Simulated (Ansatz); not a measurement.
# SiGeH3 (doublet): one geometry, many settings

Aim: run SiGeH3 (doublet) at one geometry under a spread of methods and options, and see what each costs and gives.

Method: the settings change from run to run; program: Ansatz 0.2.0, Gaussian basis.

20 further runs of the same task are left out: 9 that didn't finish, 11 set aside as unsound or not needed.

## (1) The geometry

The geometry is a PBE0/def2-TZVP stationary point (not a proven minimum). No spin-orbit coupling is included. The filled d shell of Ge may be among the frozen orbitals whatever the setting's name suggests; the logs give the count.

5 atoms, charge 0, spin multiplicity 2.

Atoms are counted from 1 here; the program's logs count them from 0.

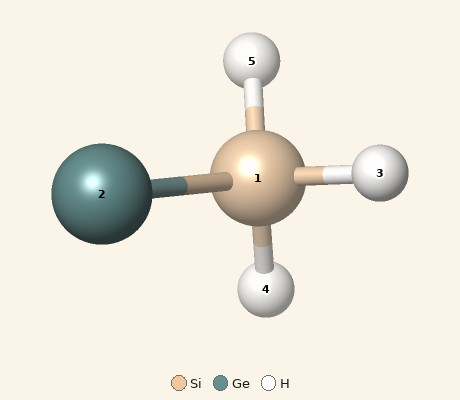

The structure; silicon light orange, germanium teal, hydrogen white; atoms are numbered from 1 in the order of the file.

## (2) MRCISD+Q(7,4)/STO-3G

The input, in.yaml:

```yaml
crystal:
  periodic: [false, false, false]
  atoms:
    - {symbol: Si, position_ang: [-0.005941, 0.000000, 1.692878]}
    - {symbol: Ge, position_ang: [-0.001466, 0.000000, -0.747359]}
    - {symbol: H, position_ang: [1.461722, -0.000031, 1.996378]}
    - {symbol: H, position_ang: [-0.595235, 1.204279, 2.346671]}
    - {symbol: H, position_ang: [-0.595286, -1.204254, 2.346671]}
basis:
  gaussian: {orbitals: STO-3G}
magnetization: {spin_polarized: false, initial_magnetization: 1}
correlation: {method: fic_mrcisd_q, electrons: outside_noble_gas, active_space: {window: {electrons: 7, orbitals: 4}}}
```

Launch:

```
> ansatz run in.yaml --threads 1 --pin off --events-out ev --progress --plain --max-ram 2393MiB
```

The log of the run (excerpt; [...] marks lines left out):

```text
Functional definition: HF
  name "HF"
  cite "Fock, Z. Phys. 61, 126 (1930) doi:10.1007/BF01340294"
  parent pbe
[...]
307 factors; integrals over basis functions are off by at most 3.7e-5 eV
[...]
mean field -63647.69124092 eV, -2339.0095111491 hartree, gradient 4.6e-6 eV, S^2 0.750000; 6 other end points of the search recorded, 0 dependent functions left out
reference -63647.69124092 eV, -2339.0095111491 hartree; 25, 24 occupied and 5, 6 virtual orbitals, 307 factors
state -63647.69124092 eV, -2339.0095111491 hartree
contracted CI cycle   1: correlation 0.00000000 eV, 0.0000000000 hartree, residual 8.61e0 eV
contracted CI cycle   2: correlation -2.13609376 eV, -0.0784999978 hartree, residual 1.67e0 eV
contracted CI cycle   3: correlation -2.21834390 eV, -0.0815226348 hartree, residual 3.22e-1 eV
contracted CI cycle   4: correlation -2.22175148 eV, -0.0816478609 hartree, residual 1.05e-1 eV
contracted CI cycle   5: correlation -2.22218800 eV, -0.0816639026 hartree, residual 4.47e-2 eV
contracted CI cycle   6: correlation -2.22225552 eV, -0.0816663842 hartree, residual 1.87e-2 eV
contracted CI cycle   7: correlation -2.22226720 eV, -0.0816668132 hartree, residual 6.61e-3 eV
contracted CI cycle   8: correlation -2.22226850 eV, -0.0816668610 hartree, residual 2.24e-3 eV
contracted CI cycle   9: correlation -2.22226864 eV, -0.0816668663 hartree, residual 5.34e-4 eV
state -63647.69124092 eV, -2339.0095111491 hartree; corrected -63650.07989690 eV, -2339.0972926375 hartree
WARN: 3 active orbitals are nearly empty or full. The corrections depend on them more than the energy does, and are more stable in an active space without them
Total energy: -63650.07989690 eV, -2339.0972926375 hartree
```

It took 1.4 s on 1 thread of Arm Neoverse V2, shared host.

From the report: 2 determinants; active occupations 2.00, 2.00, 2.00, 1.00. The report marks this result as in doubt.

## (3) MP2 on UHF/cc-pVDZ

Changes to in.yaml since step 2:

```diff
@@ -9,4 +9,6 @@
 basis:
-  gaussian: {orbitals: STO-3G}
-magnetization: {spin_polarized: false, initial_magnetization: 1}
-correlation: {method: fic_mrcisd_q, electrons: outside_noble_gas, active_space: {window: {electrons: 7, orbitals: 4}}}
+  gaussian: {orbitals: cc-pVDZ, fitting: {mean_field: def2-universal-jkfit}}
+magnetization: {spin_polarized: true, initial_magnetization: 1}
+correlation: {method: mp2, electrons: outside_noble_gas}
+accuracy: high
+scf: {lower_state_search: light}
```

The command is unchanged.

The log of the run (excerpt; [...] marks lines left out):

```text
Functional definition: HF
  name "HF"
  cite "Fock, Z. Phys. 61, 126 (1930) doi:10.1007/BF01340294"
  parent pbe
[...]
448 factors; integrals over basis functions are off by at most 3.6e-1 eV
[...]
mean field -64381.17845741 eV, -2365.9646691798 hartree, gradient 2.4e-8 eV, S^2 0.808608; 9 other end points of the search recorded, 0 dependent functions left out
19 core orbitals not correlated: weight in the atoms' cores, before any rotation towards them, 1.000 or more for the frozen orbitals, at most 0.000 for the correlated occupied ones
reference -64381.17845741 eV, -2365.9646691798 hartree; 6, 5 occupied and 35, 36 virtual orbitals, 448 factors
second order -4.29098470 eV of doubles, -0.00000000 eV of singles
Total energy: -64385.46944211 eV, -2366.1223599589 hartree
```

It took 4.2 s on 1 thread of Arm Neoverse V2, shared host.

From the report: ⟨S²⟩ of the determinant 0.809 (pure doublet: 0.75).

## (4) CISD/cc-pVDZ

The input, in.yaml:

```yaml
crystal:
  periodic: [false, false, false]
  atoms:
    - {symbol: Si, position_ang: [-0.005941, 0.000000, 1.692878]}
    - {symbol: Ge, position_ang: [-0.001466, 0.000000, -0.747359]}
    - {symbol: H, position_ang: [1.461722, -0.000031, 1.996378]}
    - {symbol: H, position_ang: [-0.595235, 1.204279, 2.346671]}
    - {symbol: H, position_ang: [-0.595286, -1.204254, 2.346671]}
basis:
  gaussian: {orbitals: cc-pVDZ}
magnetization: {spin_polarized: false, initial_magnetization: 1}
correlation: {active_space: {ras: {orbitals: [5, 1, 35], electrons: 11, max_holes: 2, max_particles: 2}, fixed_orbitals: true}}
accuracy: high
```

The command is unchanged.

The log of the run:

```text
Functional definition: HF
  name "HF"
  cite "Fock, Z. Phys. 61, 126 (1930) doi:10.1007/BF01340294"
  parent pbe
  exchange = exact_x
  correlation = 0
1298 factors; integrals over basis functions are off by at most 4.4e-9 eV
mean field evaluation 1: about -64380.1152 eV, gradient 1.1e1 eV
mean field evaluation 2: about -64380.1252 eV, gradient 1.1e1 eV
mean field evaluation 4: about -64381.0772 eV, gradient 1.2e0 eV
mean field evaluation 8: about -64381.0876 eV, gradient 1.0e-3 eV
mean field evaluation 16: about -64380.9978 eV, gradient 3.0e-4 eV
mean field evaluation 32: about -64381.0868 eV, gradient 4.4e-1 eV
mean field -64381.08763325 eV, -2365.9613314534 hartree, gradient 7.9e-8 eV, S^2 0.750000; 6 other end points of the search recorded, 0 dependent functions left out
reference -64381.08763325 eV, -2365.9613314534 hartree; 25, 24 occupied and 35, 36 virtual orbitals, 1298 factors
state -64386.17428574 eV, -2366.1482624847 hartree
Total energy: -64386.17428574 eV, -2366.1482624847 hartree
```

Run time: 5.5 s. Hardware: 1 thread of Arm Neoverse V2, shared host.

From the report: 40,952 determinants.

## (5) CASSCF(3,4)/cc-pVDZ

Changes to in.yaml since step 4:

```diff
@@ -9,5 +9,6 @@
 basis:
-  gaussian: {orbitals: cc-pVDZ}
+  gaussian: {orbitals: cc-pVDZ, point_charges: [{charge: 1.00, position_ang: [6.400, 0.860, -0.013]}]}
 magnetization: {spin_polarized: false, initial_magnetization: 1}
-correlation: {active_space: {ras: {orbitals: [5, 1, 35], electrons: 11, max_holes: 2, max_particles: 2}, fixed_orbitals: true}}
+correlation: {active_space: {window: {electrons: 3, orbitals: 4}, states: [{multiplicity: 2, weights: [0.5, 1]}]}}
 accuracy: high
+output: {forces: true}
```

Launched as before.

The log of the run (excerpt; [...] marks lines left out):

```text
Functional definition: HF
  name "HF"
  cite "Fock, Z. Phys. 61, 126 (1930) doi:10.1007/BF01340294"
  parent pbe
[...]
1298 factors; integrals over basis functions are off by at most 4.4e-9 eV
[...]
mean field -64381.07532856 eV, -2365.9608792644 hartree, gradient 7.0e-8 eV, S^2 0.750000; 4 other end points of the search recorded, 0 dependent functions left out
reference -64381.07532856 eV, -2365.9608792644 hartree; 25, 24 occupied and 35, 36 virtual orbitals, 1298 factors
state -64381.46515770 eV, -2365.9752052210 hartree
state -64381.43844345 eV, -2365.9742234903 hartree
an earlier search ended where averaged states of different weights were degenerate, so these states were given the mean of their weights and the orbitals were optimised with it; in the result, neighbours among these states lie up to 2.7e-2 eV apart
[...]
Total energy: -64381.45180057 eV, -2365.9747143556 hartree
Atom 0 at    -0.005941     0.000000     1.692878 Å, force     0.012055    -0.029315     0.629923 eV/Å
Atom 1 at    -0.001466     0.000000    -0.747359 Å, force    -0.140354     0.004003    -0.568943 eV/Å
Atom 2 at     1.461722    -0.000031     1.996378 Å, force     0.090083     0.012347     0.155573 eV/Å
Atom 3 at    -0.595235     1.204279     2.346671 Å, force     0.023323     0.019127    -0.112280 eV/Å
Atom 4 at    -0.595286    -1.204254     2.346671 Å, force     0.024785    -0.003193    -0.113532 eV/Å
Dipole moment:    -0.208650    -0.018240    -0.065840 e Å
```

Wall time 14 s (1 thread of Arm Neoverse V2, shared host).

From the report: 24 determinants; active occupations (of the averaged states) 1.95, 0.52, 0.52, 0.01.

## (6) BCCD on UHF/STO-3G

The input, in.yaml:

```yaml
crystal:
  periodic: [false, false, false]
  atoms:
    - {symbol: Si, position_ang: [-0.005941, 0.000000, 1.692878]}
    - {symbol: Ge, position_ang: [-0.001466, 0.000000, -0.747359]}
    - {symbol: H, position_ang: [1.461722, -0.000031, 1.996378]}
    - {symbol: H, position_ang: [-0.595235, 1.204279, 2.346671]}
    - {symbol: H, position_ang: [-0.595286, -1.204254, 2.346671]}
basis:
  gaussian: {orbitals: STO-3G}
magnetization: {spin_polarized: true, initial_magnetization: 1}
correlation: {method: bccd, electrons: all}
scf: {lower_state_search: light}
```

Same command.

The log of the run (excerpt; [...] marks lines left out):

```text
Functional definition: HF
  name "HF"
  cite "Fock, Z. Phys. 61, 126 (1930) doi:10.1007/BF01340294"
  parent pbe
[...]
307 factors; integrals over basis functions are off by at most 3.7e-5 eV
[...]
mean field -63647.71005309 eV, -2339.0102024838 hartree, gradient 5.5e-6 eV, S^2 0.754312; 12 other end points of the search recorded, 0 dependent functions left out
determinant -63647.71005309 eV, -2339.0102024838 hartree, with singles and doubles -63650.14740016 eV, -2339.0997733363 hartree
determinant -63647.65139636 eV, -2339.0080468885 hartree, with singles and doubles -63650.08887165 eV, -2339.0976224535 hartree
determinant -63645.52687288 eV, -2338.9299720909 hartree, with singles and doubles -63648.29250194 eV, -2339.0316070842 hartree
determinant -63645.34209044 eV, -2338.9231814614 hartree, with singles and doubles -63648.55214141 eV, -2339.0411486586 hartree
determinant -63645.34053041 eV, -2338.9231241314 hartree, with singles and doubles -63648.46685576 eV, -2339.0380144688 hartree
determinant -63647.71005309 eV, -2339.0102024838 hartree, with singles and doubles -63650.14755658 eV, -2339.0997790846 hartree
determinant -63647.65139636 eV, -2339.0080468885 hartree, with singles and doubles -63650.08900548 eV, -2339.0976273714 hartree
reference -63647.71005309 eV, -2339.0102024838 hartree; 25, 24 occupied and 5, 6 virtual orbitals, 307 factors
second order -1.65697762 eV of doubles, -0.00000000 eV of singles
cycle   1  -2.43736632 eV  change    1.4e-4 eV  update   2.1e-3
[...]
cycle   6  -2.43647529 eV  change   -1.9e-5 eV  update   3.7e-5
Total energy: -63650.14652839 eV, -2339.0997412994 hartree
```

Run time: 5.5 s. Hardware: 1 thread of Arm Neoverse V2, shared host.

From the report: ⟨S²⟩ of the determinant 0.754 (pure doublet: 0.75); correlation -2.4365 eV; largest double amplitude 0.10.

## (7) CASSCF(1,10)/6-31G

Changes to in.yaml since step 6:

```diff
@@ -9,5 +9,7 @@
 basis:
-  gaussian: {orbitals: STO-3G}
-magnetization: {spin_polarized: true, initial_magnetization: 1}
-correlation: {method: bccd, electrons: all}
-scf: {lower_state_search: light}
+  gaussian: {orbitals: 6-31G}
+magnetization: {spin_polarized: false, initial_magnetization: 1}
+hamiltonian: {pseudopotentials: {relativity: none}}
+correlation: {active_space: {window: {electrons: 1, orbitals: 10}, states: [{multiplicity: 2, weights: [1, 0.5]}], root: 0}}
+scf: {lower_state_search: full}
+output: {forces: true}
```

Launched as before.

The log of the run (excerpt; [...] marks lines left out):

```text
Functional definition: HF
  name "HF"
  cite "Fock, Z. Phys. 61, 126 (1930) doi:10.1007/BF01340294"
  parent pbe
[...]
858 factors; integrals over basis functions are off by at most 9.2e-8 eV
[...]
mean field -64371.14362160 eV, -2365.5958957656 hartree, gradient 5.0e-6 eV, S^2 0.750000; 11 other end points of the search recorded, 0 dependent functions left out
reference -64371.14362160 eV, -2365.5958957656 hartree; 25, 24 occupied and 23, 24 virtual orbitals, 858 factors
state -64371.14228135 eV, -2365.5958465121 hartree
state -64371.05769065 eV, -2365.5927378614 hartree
[...]
Total energy: -64371.14228135 eV, -2365.5958465121 hartree
Atom 0 at    -0.005941     0.000000     1.692878 Å, force     0.072559    -0.000002     0.562583 eV/Å
Atom 1 at    -0.001466     0.000000    -0.747359 Å, force    -0.072929     0.000002    -0.659314 eV/Å
Atom 2 at     1.461722    -0.000031     1.996378 Å, force     0.101700    -0.000002     0.098463 eV/Å
Atom 3 at    -0.595235     1.204279     2.346671 Å, force    -0.050663     0.090062    -0.000866 eV/Å
Atom 4 at    -0.595286    -1.204254     2.346671 Å, force    -0.050667    -0.090060    -0.000866 eV/Å
Dipole moment:    -0.062373     0.000001    -0.072578 e Å
```

Wall time 4.7 s (1 thread of Arm Neoverse V2, shared host).

From the report: 10 determinants; active occupations (of the averaged states) 0.67, 0.33, 0.00, 0.00, 0.00, 0.00, 0.00, 0.00, 0.00, 0.00.

## (8) CCSDT on ROHF/STO-3G

The input, in.yaml:

```yaml
crystal:
  periodic: [false, false, false]
  atoms:
    - {symbol: Si, position_ang: [-0.005941, 0.000000, 1.692878]}
    - {symbol: Ge, position_ang: [-0.001466, 0.000000, -0.747359]}
    - {symbol: H, position_ang: [1.461722, -0.000031, 1.996378]}
    - {symbol: H, position_ang: [-0.595235, 1.204279, 2.346671]}
    - {symbol: H, position_ang: [-0.595286, -1.204254, 2.346671]}
basis:
  gaussian: {orbitals: STO-3G, point_charges: [{charge: 1.00, position_ang: [4.455, 0.013, 0.905]}]}
magnetization: {spin_polarized: false, initial_magnetization: 1}
correlation: {method: ccsdt, electrons: outside_noble_gas}
scf: {lower_state_search: off}
output: {forces: true}
```

The command is unchanged.

The log of the run (excerpt; [...] marks lines left out):

```text
Functional definition: HF
  name "HF"
  cite "Fock, Z. Phys. 61, 126 (1930) doi:10.1007/BF01340294"
  parent pbe
[...]
421 factors; integrals over basis functions are off by at most 3.5e-8 eV
[...]
mean field -63647.76484684 eV, -2339.0122161168 hartree, gradient 8.4e-6 eV, S^2 0.750000; 0 other end points of the search recorded, 0 dependent functions left out
19 core orbitals not correlated, not the lowest: weight in the atoms' cores, before any rotation towards them, 0.989 or more for the frozen orbitals, at most 0.007 for the correlated occupied ones
reference -63647.76484684 eV, -2339.0122161168 hartree; 6, 5 occupied and 5, 6 virtual orbitals, 421 factors
second order -1.53258606 eV of doubles, -0.00842665 eV of singles
cycle   1  -2.03362799 eV  change   -4.9e-1 eV  update   6.8e-2
[...]
cycle  13  -2.36075052 eV  change    6.3e-9 eV  update   2.9e-8
[...]
Total energy: -63650.12559735 eV, -2339.0989720981 hartree
Atom 0 at    -0.005941     0.000000     1.692878 Å, force     0.287187    -0.001510    -0.150348 eV/Å
Atom 1 at    -0.001466     0.000000    -0.747359 Å, force    -0.279568     0.000490     0.618286 eV/Å
Atom 2 at     1.461722    -0.000031     1.996378 Å, force    -0.848786     0.000781     0.272334 eV/Å
Atom 3 at    -0.595235     1.204279     2.346671 Å, force     0.465378    -0.710775    -0.396731 eV/Å
Atom 4 at    -0.595286    -1.204254     2.346671 Å, force     0.465399     0.711434    -0.396018 eV/Å
Dipole moment:    -0.211600    -0.000209    -0.134669 e Å
Checks for a lower state left out: starts, cluster_reference, orbital_swaps, neighbouring_geometries, increment
```

Wall time 1.9 s (1 thread of Arm Neoverse V2, shared host).

From the report: correlation -2.3608 eV; T1 0.009; largest double amplitude 0.10.

## (9) HF/def2-mTZVP

The input, in.yaml:

```yaml
crystal:
  periodic: [false, false, false]
  atoms:
    - {symbol: Si, position_ang: [-0.005941, 0.000000, 1.692878]}
    - {symbol: Ge, position_ang: [-0.001466, 0.000000, -0.747359]}
    - {symbol: H, position_ang: [1.461722, -0.000031, 1.996378]}
    - {symbol: H, position_ang: [-0.595235, 1.204279, 2.346671]}
    - {symbol: H, position_ang: [-0.595286, -1.204254, 2.346671]}
basis:
  gaussian: {orbitals: def2-mTZVP}
magnetization: {spin_polarized: true, initial_magnetization: 1}
hamiltonian: {xc: hf}
scf: {lower_state_search: off}
output: {forces: true, orbitals: {seedname: orbitals}}
```

Launched as before.

The log of the run (excerpt; [...] marks lines left out):

```text
Functional definition: HF
  name "HF"
  cite "Fock, Z. Phys. 61, 126 (1930) doi:10.1007/BF01340294"
  parent pbe
[...]
630 factors; integrals over basis functions are off by at most 7.6e-4 eV
[...]
mean field -64381.90587636 eV, -2365.9914013331 hartree, gradient 5.7e-6 eV, S^2 0.789407; 0 other end points of the search recorded, 0 dependent functions left out
[...]
reference -64381.90587636 eV, -2365.9914013331 hartree; 25, 24 occupied and 42, 43 virtual orbitals, 630 factors
Total energy: -64381.90587636 eV, -2365.9914013331 hartree
Atom 0 at    -0.005941     0.000000     1.692878 Å, force     0.170501    -0.000004     0.583248 eV/Å
Atom 1 at    -0.001466     0.000000    -0.747359 Å, force    -0.061201     0.000001    -0.276844 eV/Å
Atom 2 at     1.461722    -0.000031     1.996378 Å, force    -0.228546     0.000005    -0.010399 eV/Å
Atom 3 at    -0.595235     1.204279     2.346671 Å, force     0.059618    -0.198394    -0.148003 eV/Å
Atom 4 at    -0.595286    -1.204254     2.346671 Å, force     0.059627     0.198391    -0.148003 eV/Å
Dipole moment:    -0.063114     0.000001    -0.053538 e Å
Checks for a lower state left out: stability, starts, cluster_reference, orbital_swaps, neighbouring_geometries, increment
```

Run time: 1.5 s. Hardware: 1 thread of Arm Neoverse V2, shared host.

From the report: ⟨S²⟩ of the determinant 0.789 (pure doublet: 0.75).

## (10) CCSD on UHF/cc-pVDZ

Changes to in.yaml since step 9:

```diff
@@ -9,6 +9,5 @@
 basis:
-  gaussian: {orbitals: def2-mTZVP}
+  gaussian: {orbitals: cc-pVDZ}
 magnetization: {spin_polarized: true, initial_magnetization: 1}
-hamiltonian: {xc: hf}
-scf: {lower_state_search: off}
-output: {forces: true, orbitals: {seedname: orbitals}}
+correlation: {method: ccsd, electrons: valence, diis_vectors: 2}
+scf: {omitted_lower_state_checks: [cluster_reference]}
```

Same command.

The log of the run (excerpt; [...] marks lines left out):

```text
Functional definition: HF
  name "HF"
  cite "Fock, Z. Phys. 61, 126 (1930) doi:10.1007/BF01340294"
  parent pbe
[...]
640 factors; integrals over basis functions are off by at most 1.2e-3 eV
[...]
mean field -64381.17974657 eV, -2365.9647165553 hartree, gradient 1.5e-6 eV, S^2 0.808646; 9 other end points of the search recorded, 0 dependent functions left out
14 core orbitals not correlated: weight in the atoms' cores, before any rotation towards them, 1.000 or more for the frozen orbitals, at most 0.000 for the correlated occupied ones
reference -64381.17974657 eV, -2365.9647165553 hartree; 11, 10 occupied and 35, 36 virtual orbitals, 640 factors
second order -4.75917686 eV of doubles, -0.00000000 eV of singles
cycle   1  -5.54670356 eV  change   -7.9e-1 eV  update   7.9e-2
[...]
cycle  22  -5.92202311 eV  change   -7.0e-7 eV  update   2.1e-5
Total energy: -64387.10176967 eV, -2366.1823468904 hartree
Checks for a lower state left out: cluster_reference
```

Wall time 6 s (1 thread of Arm Neoverse V2, shared host).

From the report: ⟨S²⟩ of the determinant 0.809 (pure doublet: 0.75); correlation -5.9220 eV; T1 0.023; largest double amplitude 0.06.

## (11) All runs side by side

Where basis and cores are those of an earlier UCCSDT(Q)/cc-pVDZ run (-64386.8307 eV), and the state is the same kind, the miss against it is given. † marks a result that the program doubts.

```
                                                              level         correlated  functions  energy (eV)  from UCCSDT(Q) (meV)   time
                                             MRCISD+Q(7,4)/STO-3G †  outside noble gas         30  -63650.0799                        1.4 s
                                                 MP2 on UHF/cc-pVDZ  outside noble gas         60  -64385.4694                1361.3  4.2 s
                                                       CISD/cc-pVDZ  outside noble gas         60  -64386.1743                 656.4  5.5 s
CASSCF(3,4)/cc-pVDZ (mean of several states, beside a point charge)                            60  -64381.4518                         14 s
                                                 BCCD on UHF/STO-3G                all         30  -63650.1465                        5.5 s
                     CASSCF(1,10)/6-31G (lowest root of an average)                            48  -64371.1423                        4.7 s
                       CCSDT on ROHF/STO-3G (beside a point charge)  outside noble gas         30  -63650.1256                        1.9 s
                                                      HF/def2-mTZVP                            67  -64381.9059                        1.5 s
                                                CCSD on UHF/cc-pVDZ            valence         60  -64387.1018                          6 s
```

## (12) What came out

| quantity | value |
| --- | --- |
| runs | 9 |
| quickest | MRCISD+Q(7,4)/STO-3G †, 1.4 s |
| slowest | CASSCF(3,4)/cc-pVDZ (mean of several states, beside a point charge), 14 s |

**Reading.** Total energies in different bases, with other cores or another treatment of relativity can't be set against each other. CASSCF(3,4)/cc-pVDZ (mean of several states, beside a point charge) took 10 times as long as MRCISD+Q(7,4)/STO-3G †; the jobs differ in more than the method. Among the correlated runs with a miss given, it spans +656 to +1361 meV.
